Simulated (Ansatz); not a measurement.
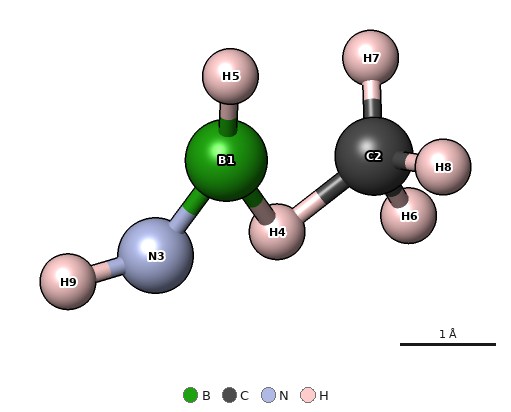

**Figure 1.** The structure as given in the input (ball-and-stick view, seen at a tilt; atoms are numbered from 1 in the order of the input).

**CH6BN: phonon calculation**

System: CH6BN.
Method: RKS r2SCAN-D4/def2-SVP (Ansatz 0.2.0).

It belongs to a series of runs on one base structure; here: vibrations at the highest image of the band. Figures and captions count atoms from 1; the log counts them from 0 in places.

**The input**
```yaml
crystal:
  periodic: [false, false, false]
  atoms:
    - { symbol: B, position_ang: [-0.630778, -0.079433, -0.565171] }
    - { symbol: C, position_ang: [0.433997, 0.579775, 0.762587] }
    - { symbol: "N", position_ang: [-0.097047, -1.244664, -0.966116] }
    - { symbol: H, position_ang: [0.548253, -0.516932, 0.075712] }
    - { symbol: H, position_ang: [-1.538262, 0.700221, -0.739148] }
    - { symbol: H, position_ang: [1.360078, 0.183237, 1.225575] }
    - { symbol: H, position_ang: [0.692636, 1.555409, 0.330275] }
    - { symbol: H, position_ang: [-0.304692, 0.674341, 1.569434] }
    - { symbol: H, position_ang: [-0.464184, -1.852055, -1.693249] }
basis:
  gaussian: { orbitals: def2-SVP }
hamiltonian:
  xc: r2scan
  dispersion: d4
phonons: {}
```

Hardware: 2 threads of Intel Xeon (Granite Rapids), 16 GiB of memory available, shared host.

Command:
```bash
ansatz run input.yaml --threads 2 --pin off --max-ram 3072MiB --backend cpu --events-out ev --progress --plain --runs-dir out
```

**Log**
```
Engine: ansatz 0.2.0, x86_64-unknown-linux-gnu
Functional definition: r2SCAN
  parameter k0 = 0.174
  parameter k1 = 0.065
  parameter a1 = 4.9479
  exchange = r2scan_x(k0 = k0, k1 = k1, a1 = a1)
  correlation = r2scan_c
832 factors; their error is unknown
mean field evaluation 1: about -3285.4741 eV, gradient 6.4e1 eV
mean field evaluation 2: about -3263.8445 eV, gradient 1.1e2 eV
mean field evaluation 4: about -3294.5200 eV, gradient 6.2e0 eV
mean field evaluation 8: about -3294.6125 eV, gradient 1.3e-1 eV
mean field evaluation 16: about -3294.5801 eV, gradient 5.6e-5 eV
mean field -3294.58010517 eV, -121.0735857185 hartree, gradient 1.6e-5 eV, S^2 0.000000; 0 other end points of the search recorded, 0 dependent functions left out
the calculation of the forces begins
reference -3294.58011379 eV, -121.0735860352 hartree; 12, 12 occupied and 60, 60 virtual orbitals, 832 factors
these checks for a lower state are left out or cut short: stability, starts, cluster_reference, orbital_swaps, neighbouring_geometries, increment
832 factors; their error is unknown
mean field -3294.58000349 eV, -121.0735819816 hartree, gradient 1.4e-6 eV, S^2 0.000000; 0 other end points of the search recorded, 0 dependent functions left out
[... from here on the field's lines of each further geometry are left out, up to the last ...]
the calculation of the forces begins
reference -3294.58003887 eV, -121.0735832820 hartree; 12, 12 occupied and 60, 60 virtual orbitals, 832 factors
these checks for a lower state are left out or cut short: stability, starts, cluster_reference, orbital_swaps, neighbouring_geometries, increment
832 factors; their error is unknown
mean field -3294.58003350 eV, -121.0735830846 hartree, gradient 2.4e-6 eV, S^2 0.000000; 0 other end points of the search recorded, 0 dependent functions left out
the calculation of the forces begins
reference -3294.58004212 eV, -121.0735834014 hartree; 12, 12 occupied and 60, 60 virtual orbitals, 832 factors
WARN: phonons: modes at or below zero, which the zero-point energy, F, S and C_V leave out: 1, the lowest at -1295.63 cm⁻¹. A minimum has none, and a first-order saddle one
Total energy: -3294.60622304 eV, -121.0745455324 hartree
Atom 0 at    -0.630778    -0.079433    -0.565171 Å, force    -0.000280    -0.000920    -0.000436 eV/Å
Atom 1 at     0.433997     0.579775     0.762587 Å, force     0.000185     0.000043     0.000169 eV/Å
Atom 2 at    -0.097047    -1.244664    -0.966116 Å, force    -0.000050     0.000419     0.001035 eV/Å
Atom 3 at     0.548253    -0.516932     0.075712 Å, force     0.000334     0.000245    -0.000547 eV/Å
Atom 4 at    -1.538262     0.700221    -0.739148 Å, force     0.000183     0.000011    -0.000074 eV/Å
Atom 5 at     1.360078     0.183237     1.225575 Å, force    -0.000259     0.000038     0.000026 eV/Å
Atom 6 at     0.692636     1.555409     0.330275 Å, force     0.000073    -0.000089     0.000052 eV/Å
Atom 7 at    -0.304692     0.674341     1.569434 Å, force    -0.000005    -0.000018     0.000044 eV/Å
Atom 8 at    -0.464184    -1.852055    -1.693249 Å, force    -0.000181     0.000271    -0.000269 eV/Å
Dipole moment:     0.101720     0.206449     0.229860 e Å
Vibrations: -1295.63 205.91 299.37 512.74 516.49 718.29 751.23 831.03 905.44 1090.45 1130.80 1239.79 1412.76 1424.40 1528.13 1897.13 2613.26 3020.61 3130.09 3197.02 3602.72 cm⁻¹, zero-point energy 1.861476 eV
```

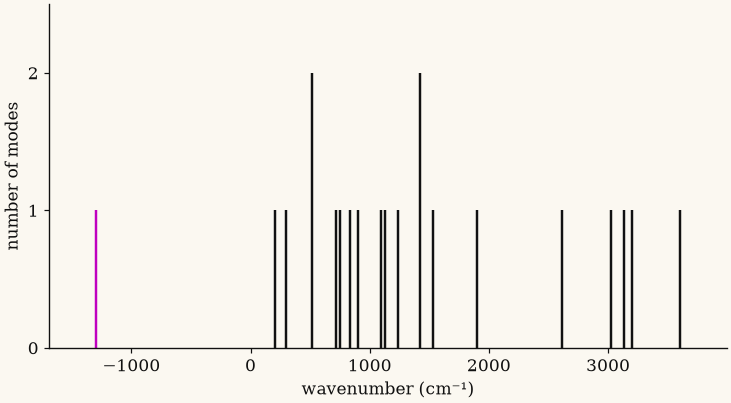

**Figure 2.** Harmonic vibrational wavenumbers from the force constants; neighbouring modes closer than 22 cm⁻¹ are counted in one stick, and imaginary ones are drawn at negative wavenumbers. 21 modes from 1296i to 3603 cm⁻¹, 1 imaginary beyond 8i (1296i cm⁻¹): a first-order saddle point, if the geometry is stationary.

**Summary**

```json
{"quantity": "outcome", "value": "converged"}
{"quantity": "total energy", "value": "−3294.6062 eV"}
{"quantity": "mean-field energy", "value": "−3294.5801 eV"}
{"quantity": "largest force (length of the vector)", "value": "0.001 eV/Å"}
{"quantity": "wall time", "value": "22 s (CPU time 42 s)"}
{"quantity": "peak memory", "value": "0.15 GiB"}
```
